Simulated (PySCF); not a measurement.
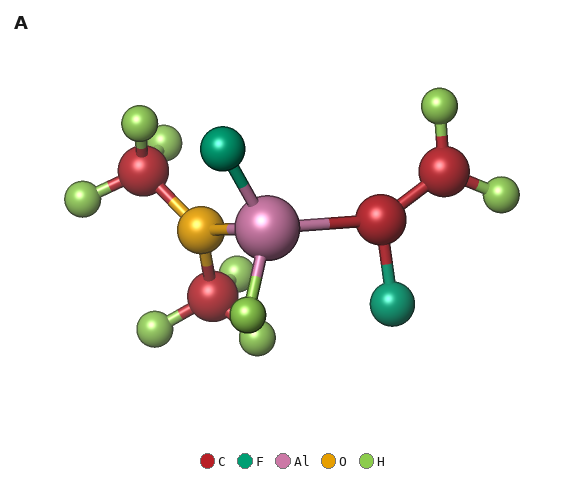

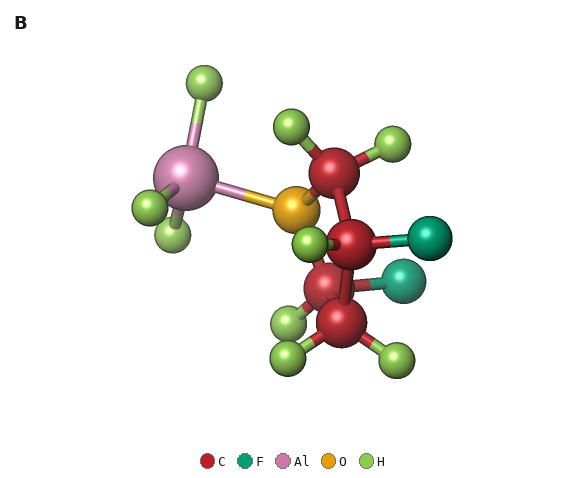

2 stationary structures of one formula. Geometries: GFN2-xTB. Electronic energies: PBE0/pcSseg-1 (PySCF 2.14.0), without zero-point energy. No frequency run is at hand to confirm each as a minimum. Each is one conformer, not always the lowest.

Question: Are they conformers, stereoisomers or constitutional isomers?

Answer: They are constitutional isomers of C4H9AlF2O: A `C=[C](F)[Al@@H-]([F])[O+](C)C`, B `F[C@@H]1C[C@H](F)[O+]([AlH3-])C1`.

Question: Which structure is the most stable?

Answer: A is lowest; B lies 173.0 kJ/mol above it.

The geometry is semi-empirical. Around Al such bond lengths and angles can be off by a tenth of an ångström or more and by several degrees, and values that hang on the shape move with them.
